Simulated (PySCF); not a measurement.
SMILES C[C](C)CC(C)=O (C₆H₁₁O), doublet at its GFN2-xTB optimised geometry (Å):

```
18

C     -1.4171    -0.0077     0.0000
C      0.0669    -0.0077     0.0000
C      0.8069    -1.2800     0.1615
C      0.8396     1.2017    -0.3577
C      0.9748     0.9124    -1.8506
C     -0.0660     1.5662    -2.7228
O      1.8201     0.1523    -2.2791
H     -1.7878    -0.5254     0.8872
H     -1.8192     1.0033     0.0000
H     -1.8238    -0.5449    -0.8643
H      0.1326    -2.1304     0.2220
H      1.4323    -1.2629     1.0585
H      1.4867    -1.4203    -0.6868
H      1.8238     1.2118     0.1111
H      0.3050     2.1304    -0.1703
H     -1.0669     1.3703    -2.3479
H      0.0208     1.1953    -3.7411
H      0.0920     2.6441    -2.7216
```

Computed with PySCF with unrestricted PBE0/def2-SVP. Cells within 0.4 Å of a nucleus heavier than hydrogen are left out (blank, or x).

Map of the HOMO−1 amplitude (α) (bohr^(-3/2)) on the plane z = 0.0 Å; orbital energy -7.22 eV, overall sign arbitrary:

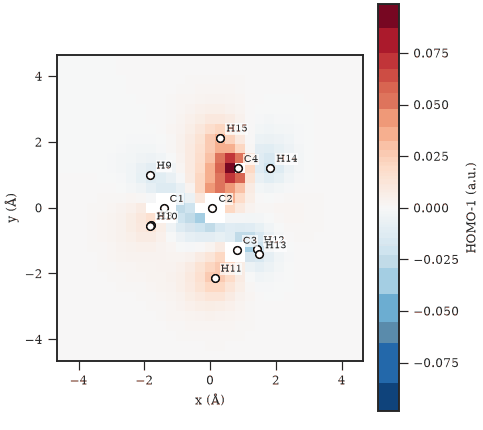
*HOMO−1 amplitude (α) (bohr^(-3/2)) on the plane z = 0.0 Å.*
